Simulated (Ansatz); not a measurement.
System: LiNO$_{2}$.

The calculation's input:

```
crystal:
  periodic: [false, false, false]
  atoms:
    - {symbol: Li, position_ang: [-1.401345, -0.487390, 0.739683]}
    - {symbol: N, position_ang: [0.484258, -0.509671, -0.454220]}
    - {symbol: O, position_ang: [-0.490870, 0.225240, -0.729069]}
    - {symbol: O, position_ang: [0.303378, -1.230950, 0.552537]}
basis:
  gaussian: {orbitals: def2-TZVPD}
hamiltonian: {xc: {name: PBE0}}
output: {forces: true, orbitals: {seedname: orbitals}}
```

Launched as:

```sh
ansatz run input.yaml --threads 1 --pin off --max-ram 2610MiB --events-out events.jsonl --progress --plain --runs-dir runs
```

Geometry: PBE0-D3(BJ)/def2-SVP.

The calculation used isolated molecule in a Gaussian basis; Kohn-Sham density functional theory, functional PBE0 (Ansatz).

### What can the converged electron density and electron localisation function tell about the bonding?

N–O (1.25 Å): ρ is about 3.3 e/Å³ halfway; the ELF peaks at about 0.85 between the atoms; localised, covalent bonding.
Li–O (1.87 Å): ρ is about 0.49 e/Å³ halfway; the ELF peaks at about 0.90 in the valence shell of O, 0.6 Å from its nucleus, and falls to about 0.05 next to Li; an ionic contact with no shared pair.
Li–N (2.23 Å): ρ at the midpoint is about 0.34 e/Å³; the ELF is about 0.10 at the midpoint: a largely ionic contact.

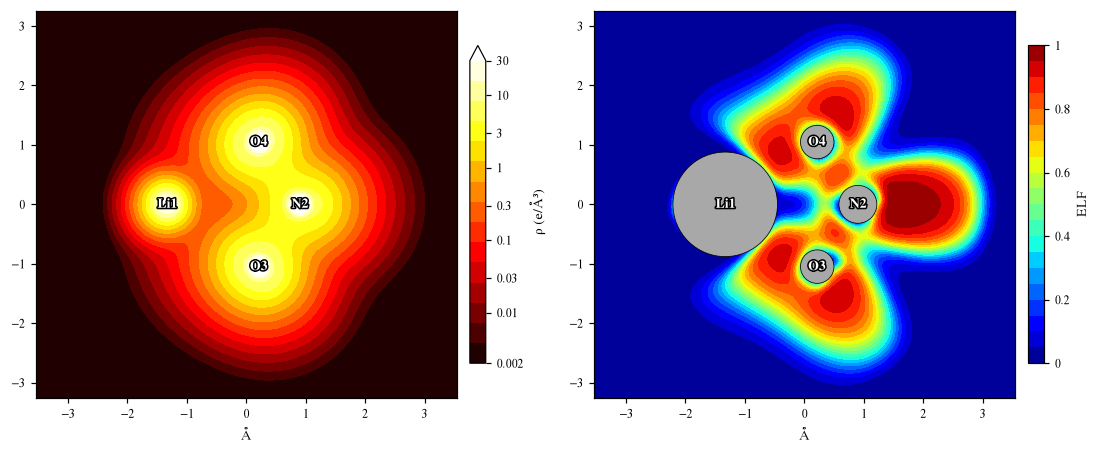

Computed electron density and electron localisation function on the molecular plane, in this order. Grey discs cover the atomic cores in the ELF map. 
